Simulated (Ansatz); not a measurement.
**O2F (SMILES [O]OF) at UHF/STO-3G**

Aim: the energy change on altering one bond length of O2F at UHF/STO-3G, from 2 runs. 

Program for the calculation: Ansatz 0.2.0.

38 further runs of the same task are left out: 11 that didn't finish, 27 set aside as unsound or not needed.

## (1) The molecule

O2F: 3 atoms, total charge 0, spin state doublet. SMILES: `[O]OF`. The coordinates come from a PBE0-D4/def2-TZVP relaxation.

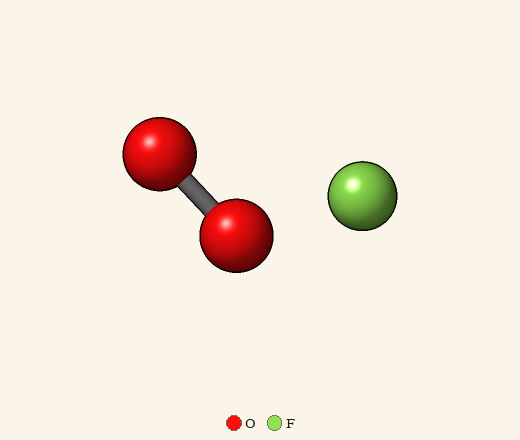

The structure, seen from a chosen angle (oxygen red, fluorine green).

## (2) A single-point energy at UHF/STO-3G

input.yaml

```yaml
basis:
  gaussian: {orbitals: STO-3G}
crystal:
  periodic: [false, false, false]
  atoms:
    - {symbol: O, position_ang: [0.933400, -0.295440, 0.482240]}
    - {symbol: O, position_ang: [0.133270, 0.497870, 0.127930]}
    - {symbol: F, position_ang: [-1.066650, -0.202430, -0.610160]}
magnetization: {spin_polarized: true, initial_magnetization: 1}
hamiltonian: {xc: hf}
accuracy: high
```

Started as:

```
$ ansatz run input.yaml --threads 1 --pin off --max-ram 3480MiB --events-out events.jsonl --progress --plain --runs-dir runs
```

Log:

```text
Warning: RAYON_NUM_THREADS=1 ignored (pool sized by the plan → 1); use --threads N
Functional definition: HF
  name "HF"
  exchange = exact_x
  correlation = 0
250 factors; integrals over basis functions are off by at most 5.0e-8 eV
mean field evaluation 1: about -6676.1843 eV, gradient 1.9e1 eV
mean field evaluation 2: about -6676.3734 eV, gradient 1.9e1 eV
mean field evaluation 4: about -6681.1790 eV, gradient 3.2e0 eV
mean field evaluation 8: about -6681.6704 eV, gradient 1.5e0 eV
mean field evaluation 16: about -6682.7574 eV, gradient 1.7e-4 eV
mean field evaluation 32: about -6681.9414 eV, gradient 2.9e0 eV
mean field evaluation 64: about -6679.1328 eV, gradient 4.5e0 eV
mean field evaluation 96: about -6680.3458 eV, gradient 1.1e0 eV
mean field -6682.75741885 eV, -245.5868054070 hartree, gradient 4.3e-8 eV, S^2 1.396081; 2 other end points of the search recorded, 0 dependent functions left out
reference -6682.75741885 eV, -245.5868054070 hartree; 13, 12 occupied and 2, 3 virtual orbitals, 250 factors
Total energy: -6682.75741885 eV, -245.5868054070 hartree
```

Run time: 0.2 s. Hardware: 1 thread of Arm Neoverse V1, shared host.

## (3) The distorted shape, same level

input.yaml

```yaml
crystal:
  periodic: [false, false, false]
  atoms:
    - {symbol: O, position_ang: [1.133418, -0.493753, 0.570811]}
    - {symbol: O, position_ang: [0.133270, 0.497870, 0.127930]}
    - {symbol: F, position_ang: [-1.066650, -0.202430, -0.610160]}
basis:
  gaussian: {orbitals: STO-3G}
magnetization: {spin_polarized: true, initial_magnetization: 1}
hamiltonian: {xc: hf}
accuracy: high
```

Started as:

```
$ ansatz run input.yaml --threads 1 --pin off --max-ram 3480MiB --events-out events.jsonl --progress --plain --runs-dir runs
```

Log (excerpt; [...] marks lines left out):

```text
Warning: RAYON_NUM_THREADS=1 ignored (pool sized by the plan → 1); use --threads N
[... 2 set-up lines as earlier in the session ...]
[...]
250 factors; integrals over basis functions are off by at most 4.5e-8 eV
[...]
mean field -6682.99528694 eV, -245.5955468982 hartree, gradient 3.1e-8 eV, S^2 1.548676; 5 other end points of the search recorded, 0 dependent functions left out
reference -6682.99528694 eV, -245.5955468982 hartree; 13, 12 occupied and 2, 3 virtual orbitals, 250 factors
Total energy: -6682.99528694 eV, -245.5955468982 hartree
```

Run time: 0.33 s. Hardware: 1 thread of Arm Neoverse V1, shared host.

## (4) Outcome

Level: UHF/STO-3G.

| quantity | value |
| --- | --- |
| first shape: total energy | -245.58681 Eh |
| first shape: ⟨S²⟩ | 1.396 |
| distorted shape: total energy | -245.59555 Eh |
| distorted shape: ⟨S²⟩ | 1.549 |
| energy change with the O1–O2 bond stretched from 1.181 to 1.476 Å | -0.238 eV |

With the O1–O2 bond stretched from 1.181 to 1.476 Å the energy falls by 0.24 eV (5.5 kcal/mol). The first shape isn't relaxed at this level, so the change isn't measured from a minimum. The minimal basis adds a large error of its own. ⟨S²⟩ (first shape) is 1.40 where a pure doublet has 0.75: the reference is spin-contaminated. ⟨S²⟩ (distorted shape) is 1.55 where a pure doublet has 0.75: the reference is spin-contaminated.
